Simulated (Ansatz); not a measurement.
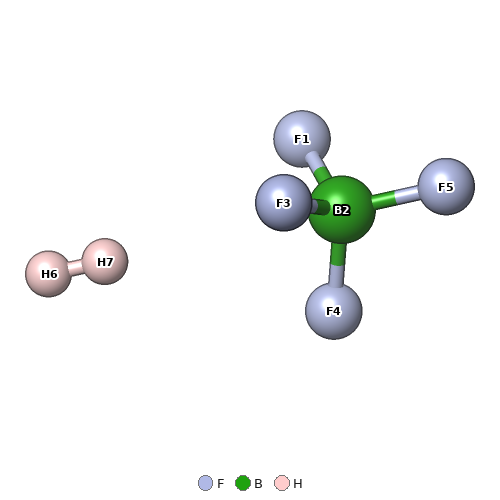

The system is the pair BF₄···H₂, charge −1; the picture shows the reference structure. The turn is about an axis along (0.32, −0.94, −0.12) in the frame of the relaxed pair, normal to the line between the partners. Coordinates scanned: (1) distance B2···H7; (2) turn of H6, H7 about its own atom H7. The scan uses a 15 × 15 grid. Points are written as (first, second). Energies: kJ/mol, counted from the lowest grid point. The calculation used RHF/def2-SVPD in Ansatz 0.2.0.

Its coordinates:

```xyz
7

F     0.7952    1.0232   -0.5812
B    -0.1401    0.0753   -0.9973
F     0.3249   -1.2016   -0.6819
F    -1.3501    0.3014   -0.3409
F    -0.3287    0.1774   -2.3742
H     0.4011   -0.2157    2.8581
H     0.2977   -0.1599    2.1175
```

Range: distance B2···H7 from 2.650 to 5.250 Å; turn of H6, H7 about its own atom H7 from −180 to 156°.

> What landscape does the calculation give?

The lowest grid point is at (3.837 Å, −180°); the map holds 2 wells of about this depth. The highest grid point, (2.650 Å, −180°), lies 74.1 kJ/mol above the lowest. On the interpolated surface the easiest way out of the lowest well to a well of about the same depth near (3.100 Å, 12°) passes a barrier of about 4.9 kJ/mol. Round the minimum the two coordinates are nearly uncoupled.

```tsv
second ↓, first →	2.650	2.714	2.820	2.950	3.100	3.265	3.443	3.635	3.837	4.050	4.273	4.505	4.745	4.993	5.250
156	61.4	49.8	34.7	21.9	12.5	6.6	3.2	1.6	1.1	1.3	1.7	2.3	2.8	3.2	3.5
132	40.0	32.6	23.1	15.2	9.5	5.9	4.0	3.2	3.0	3.2	3.5	3.8	4.1	4.4	4.6
108	25.5	21.2	15.7	11.2	8.0	6.1	5.1	4.7	4.6	4.6	4.8	4.9	5.1	5.3	5.4
84	17.0	14.3	11.0	8.3	6.5	5.4	4.9	4.7	4.7	4.8	5.0	5.1	5.3	5.4	5.5
60	10.9	9.2	7.0	5.3	4.2	3.7	3.5	3.7	3.9	4.1	4.3	4.6	4.8	4.9	5.1
36	6.6	5.3	3.7	2.6	1.9	1.8	1.9	2.3	2.7	3.1	3.4	3.7	4.0	4.2	4.5
12	4.1	2.9	1.6	0.7	0.3	0.3	0.7	1.2	1.8	2.3	2.8	3.1	3.5	3.8	4.0
−12	4.1	3.0	1.6	0.7	0.3	0.3	0.7	1.2	1.8	2.3	2.8	3.1	3.5	3.8	4.0
−36	6.6	5.3	3.8	2.6	1.9	1.8	1.9	2.3	2.7	3.1	3.4	3.7	4.0	4.2	4.5
−60	11.0	9.2	7.1	5.3	4.2	3.7	3.6	3.7	3.9	4.1	4.3	4.6	4.8	4.9	5.1
−84	17.1	14.4	11.1	8.4	6.5	5.4	4.9	4.7	4.7	4.8	5.0	5.1	5.3	5.4	5.5
−108	25.7	21.3	15.8	11.2	8.0	6.1	5.1	4.7	4.6	4.6	4.8	4.9	5.1	5.3	5.4
−132	40.2	32.7	23.2	15.2	9.5	5.9	4.0	3.2	3.0	3.2	3.5	3.8	4.1	4.4	4.6
−156	61.5	49.8	34.8	21.9	12.5	6.6	3.2	1.6	1.1	1.3	1.7	2.3	2.8	3.2	3.6
−180	74.1	60.2	42.0	26.3	14.7	7.2	2.9	0.8	0.0	0.1	0.7	1.4	2.1	2.6	3.1
```

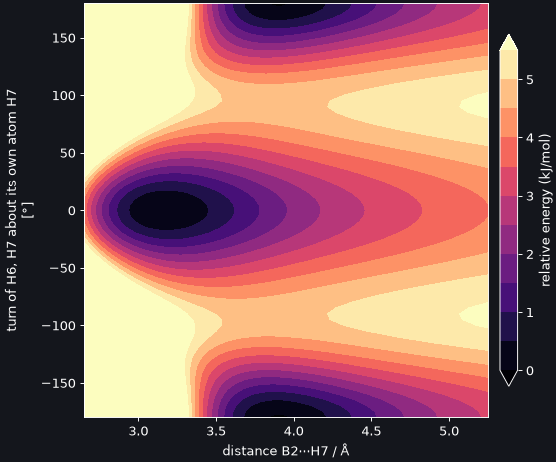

The picture shows filled contours, one colour for all values above the top of the scale. Between grid points the surface is interpolated.

The whole map (225 points run) took 13 min on 1 thread of Arm Neoverse V2, with other jobs on the host.
